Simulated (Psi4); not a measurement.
**B2NH5 (SMILES BNB): HSE06/aug-cc-pVDZ**

What is the vertical singlet–triplet gap of B2NH5 at HSE06/aug-cc-pVDZ? 

The calculation is run with Psi4 1.11.

2 further runs of the same task are left out: 2 set aside as unsound or not needed.

### 1 The structure to begin with

The species is B2NH5 (8 atoms), meant as a singlet with charge 0. SMILES: `BNB`. Geometry: relaxed at PBE0-D4/def2-TZVP.

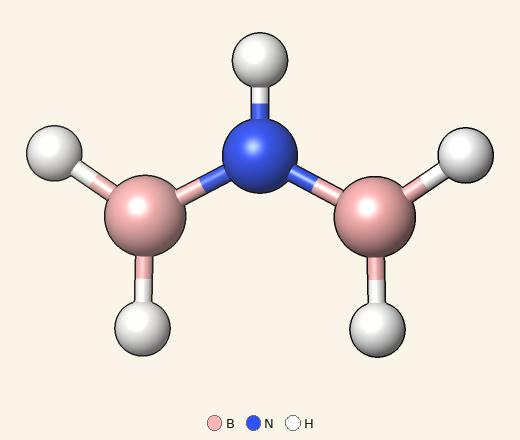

The structure, seen from a chosen angle (boron pink, nitrogen blue, hydrogen white).

### 2 Energy and forces at HSE06/aug-cc-pVDZ

b2h5n.in reads:

```
memory 1600 MB

molecule mol {
  0 1
  B     -1.56507118     1.23758164    -1.31014712
  N      0.49132879     0.71374956     0.32276522
  B      1.31373760    -1.72135153     1.07279752
  H     -2.73896905    -0.49397441    -2.15447675
  H     -2.07454134     3.38487743    -1.80298770
  H      1.45697884     2.21003470     1.01383807
  H      3.08327714    -1.91656024     2.46722643
  H      0.20730296    -3.52263847     0.28515967
  units bohr
  symmetry c1
  no_reorient
  no_com
}

set reference rks
set puream true
set e_convergence 1e-09
set d_convergence 1e-08
set scf_type pk
set dft_radial_points 99
set dft_spherical_points 590

energy_value, wavefunction = gradient("hse06/aug-cc-pVDZ", return_wfn=True)
oeprop(wavefunction, "MULLIKEN_CHARGES", "WIBERG_LOWDIN_INDICES", "MAYER_INDICES")
```

Started as:

```console
$ psi4 b2h5n.in b2h5n.out -n 1
```

b2h5n.out:

```text
[...]
  Running in c1 symmetry.
[...]
  Nuclear repulsion =   58.239730890827751
[...]
  Multiplicity = 1
[...]
  Nalpha       = 11
  Nbeta        = 11
[...]
    Number of basis functions: 114
[...]
   @RKS iter   1:  -107.05933156521657   -5.15907e-01   6.97697e-03 DIIS/ADIIS
[...]
   @RKS iter  10:  -107.37487806021515   -1.44951e-12   7.42257e-10 DIIS
[...]
    Orbital Energies [Eh]
    ---------------------
    Doubly Occupied:
       1A    -14.393186     2A     -6.782350     3A     -6.782332
       4A     -0.895399     5A     -0.548681     6A     -0.541150
       7A     -0.431355     8A     -0.389973     9A     -0.341073
      10A     -0.331796    11A     -0.322211
[...]
  @RKS Final Energy:  -107.37487806021515
   => Energetics <=
    Nuclear Repulsion Energy =             58.2397308908277509
    One-Electron Energy =                -258.2629358897473253
    Two-Electron Energy =                 105.7181269317233472
    DFT Exchange-Correlation Energy =     -13.0697999930189308
    Empirical Dispersion Energy =           0.0000000000000000
    VV10 Nonlocal Energy =                  0.0000000000000000
    Total Energy =                       -107.3748780602151527
[...]
 Multipole Moments:
 ------------------------------------------------------------------------------------
     Multipole            Electronic (a.u.)      Nuclear  (a.u.)        Total (a.u.)
 ------------------------------------------------------------------------------------
 L = 1.  Multiply by 2.5417464519 to convert [e a0] to [Debye]
 Dipole X            :         -1.8718093            2.1166822            0.2448729
 Dipole Y            :         -1.8594060            2.2391365            0.3797304
 Dipole Z            :         -0.7060877            0.8813683            0.1752806
 Magnitude           :                                                    0.4846455
[...]
  -Total Gradient:
     Atom            X                  Y                   Z
    ------   -----------------  -----------------  -----------------
       1        0.000435769131    -0.000370939373     0.000399851506
       2       -0.000019898357    -0.000150785667    -0.000017462248
       3       -0.000417485929     0.000528171911    -0.000373762124
       4        0.001777808100     0.002788115146     0.001256583627
       5        0.000560903076    -0.003117180290     0.000559938249
       6       -0.001617294510    -0.002490122823    -0.001156345642
       7       -0.002514880468     0.000064401788    -0.001963325828
       8        0.001799190303     0.002754708470     0.001297464920
[...]
  Mulliken Charges: (a.u.)
   Center  Symbol    Alpha    Beta     Spin     Total
       1     B     3.08258  3.08258  0.00000 -1.16515
       2     N     3.40437  3.40437  0.00000  0.19125
       3     B     3.08259  3.08259  0.00000 -1.16518
       4     H     0.26827  0.26827  0.00000  0.46346
       5     H     0.18917  0.18917  0.00000  0.62167
       6     H     0.51554  0.51554  0.00000 -0.03108
       7     H     0.18920  0.18920  0.00000  0.62160
       8     H     0.26828  0.26828  0.00000  0.46344
   Total alpha = 11.00000, Total beta = 11.00000, Total charge =  0.00000
[...]
```

Wall time 47 s (1 thread of Intel Xeon 6975P-C (Granite Rapids), shared host); peak memory 0.85 GiB.

### 3 The triplet at the same level

job.dat reads:

```
memory 1600 mb

molecule system {
  0 3
  B     -1.56507118     1.23758164    -1.31014712
  N      0.49132879     0.71374956     0.32276522
  B      1.31373760    -1.72135153     1.07279752
  H     -2.73896905    -0.49397441    -2.15447675
  H     -2.07454134     3.38487743    -1.80298770
  H      1.45697884     2.21003470     1.01383807
  H      3.08327714    -1.91656024     2.46722643
  H      0.20730296    -3.52263847     0.28515967
  units au
  symmetry c1
  no_reorient
  no_com
}

set basis aug-cc-pVDZ
set reference uks
set puream true
set e_convergence 1e-09
set d_convergence 1e-08
set scf_type pk
set dft_radial_points 99
set dft_spherical_points 590
set maxiter 100

e_tot, wfn = gradient("hse06", return_wfn=True)
oeprop(wfn, "LOWDIN_CHARGES", "DIPOLE", "QUADRUPOLE", title="HSE06")
```

Started as:

```console
$ psi4 -n 1 job.dat job.out
```

job.out, cut to the lines that bear on the results:

```text
[...]
  Running in c1 symmetry.
[...]
  Nuclear repulsion =   58.239730890827751
[...]
  Multiplicity = 3
[...]
  Nalpha       = 12
  Nbeta        = 10
[...]
    Number of basis functions: 114
[...]
   @UKS iter   1:  -106.80576817981692   -2.62344e-01   7.29910e-03 DIIS/ADIIS
[...]
   @UKS iter  21:  -107.16716858711784   -1.50635e-12   1.92952e-09 DIIS
[...]
   @S^2 Observed:                2.021526004E+00
[...]
  @UKS Final Energy:  -107.16716858711784
   => Energetics <=
    Nuclear Repulsion Energy =             58.2397308908277509
    One-Electron Energy =                -257.9635949009158367
    Two-Electron Energy =                 105.5604774917785136
    DFT Exchange-Correlation Energy =     -13.0037820688082757
    Empirical Dispersion Energy =           0.0000000000000000
    VV10 Nonlocal Energy =                  0.0000000000000000
    Total Energy =                       -107.1671685871178425
[...]
  -Total Gradient:
     Atom            X                  Y                   Z
    ------   -----------------  -----------------  -----------------
       1       -0.027554287307     0.030077796795    -0.022892645897
       2       -0.014693861802    -0.022829502083    -0.010519087185
       3        0.028858813031    -0.027901392065     0.023823281873
       4        0.018367117964     0.006801882486     0.014083701058
       5        0.009584926309    -0.016857532910     0.008249932774
       6       -0.001137776063    -0.001742479254    -0.000813690458
       7       -0.014983797481     0.008420673415    -0.012107837225
       8        0.001563087642     0.024037077597     0.000179362490
[...]
 Multipole Moments:
 ------------------------------------------------------------------------------------
     Multipole            Electronic (a.u.)      Nuclear  (a.u.)        Total (a.u.)
[...]
```

Wall time 98 s (1 thread of Intel Xeon 6975P-C (Granite Rapids), shared host); peak memory 0.85 GiB.

### 4 Results

At HSE06/aug-cc-pVDZ:

```
                                        quantity          value
                           singlet: total energy  -107.37488 Eh
                          singlet: dipole moment         1.23 D
                            singlet: HOMO energy       -8.77 eV
                            singlet: LUMO energy       -1.76 eV
                          singlet: HOMO–LUMO gap        7.01 eV
               singlet: largest force on an atom     0.182 eV/Å
                           triplet: total energy  -107.16717 Eh
                          triplet: dipole moment         1.25 D
     triplet: HOMO energy (highest over α and β)       -3.43 eV
                                   triplet: ⟨S²⟩          2.022
               triplet: largest force on an atom     2.405 eV/Å
vertical energy of the triplet above the singlet       5.652 eV
```

What this shows: At this shape the triplet lies 5.65 eV (545 kJ/mol) above the singlet. Mulliken charges (singlet) run from -1.17 on B3 to +0.62 on H5; in a basis this large or diffuse they mean little.
